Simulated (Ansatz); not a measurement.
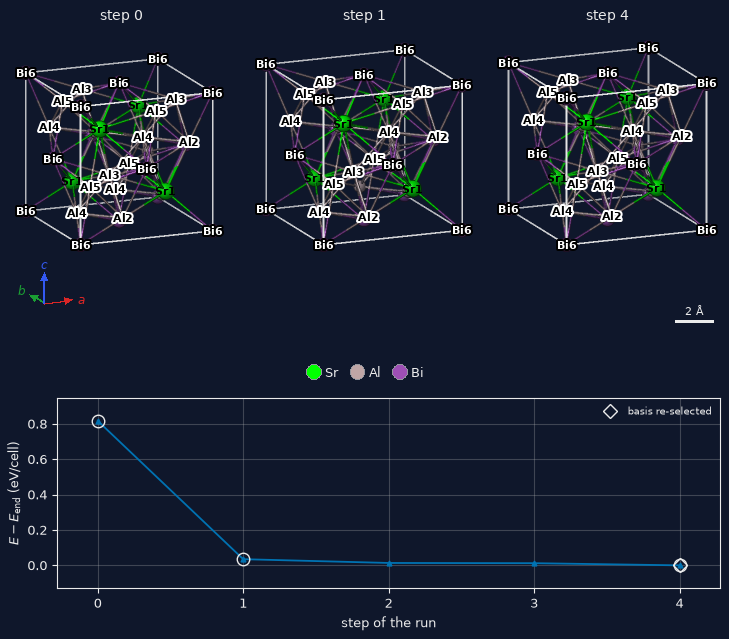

Frames of a relaxation of solid SrAl₄Bi (built on the HoCdCu4 type) (coarse preliminary run), marked on the history of the run. The picture is a ball-and-stick view of the conventional cell (4 times the calculation's cell), seen slightly off an axis. Lengths and directions refer to the drawn axes.

Case: HoCdCu4 type (F-43m, No. 216).

Method: Ansatz, DFT PBE, scalar-relativistic, plane waves, PAW. Set-up: plane-wave cutoff 420 eV; k-point mesh 4 × 4 × 4; occupations gaussian; smearing width 0.1 eV; no spin polarisation; cell and atoms relaxed; force threshold 0.04 eV/Å; at most 70 steps.

Question: What happens along the run?

Answer: The largest moves relative to the cell, 0.007 Å, are those of Al2, Al3, Al4 and Al5. Al4 goes along [−1 1 −1]. Sr and Bi stay in place. The volume changes by +19.0 %, with a = b = c 7.726 → 8.187 Å (+6.0 %). Among the contacts that change: Sr1–Bi6 3.346 → 3.545 Å, Al2–Bi6 3.201 → 3.394 Å, Sr1–Al2 3.205 → 3.395 Å, Al2–Al3 2.715 → 2.889 Å. The space group stays F-43m (No. 216). After 3 accepted moves (4 points after the start) the energy has fallen by 0.817 eV per cell of the calculation. The largest force component goes from 0.1 to 0.002 eV/Å. Pressure: 13.81 GPa at the start and 0.12 GPa at the end. At 1 point the geometry stayed and the basis and grid were re-selected for the new cell (energy shift of 12.2 meV per cell of the calculation at most each time). The run took 15 s on 1 thread of Oxide Virtual Turin-like Processor (Zen 5) (shared host), peak memory 0.41 GiB. From step 0 to 1: volume +15.4 %, energy −0.782 eV per cell of the calculation. From step 1 to 4: volume +3.2 %, energy −34.9 meV per cell of the calculation.

| step | E − E(0), meV/atom | largest force component, eV/Å | pressure, GPa | volume, Å³/atom | note |
| --- | --- | --- | --- | --- | --- |
| 0 | 0.00 | 0.1021 | 13.81 | 19.217 |  |
| 1 | -130.34 | 0.0256 | 1.81 | 22.167 |  |
| 2 | -133.90 | 0.0086 | 0.44 | 22.692 |  |
| 3 | -134.11 | 0.0019 | 0.02 | 22.868 |  |
| 4 | -136.15 | 0.0020 | 0.12 | 22.868 | same geometry, new basis |
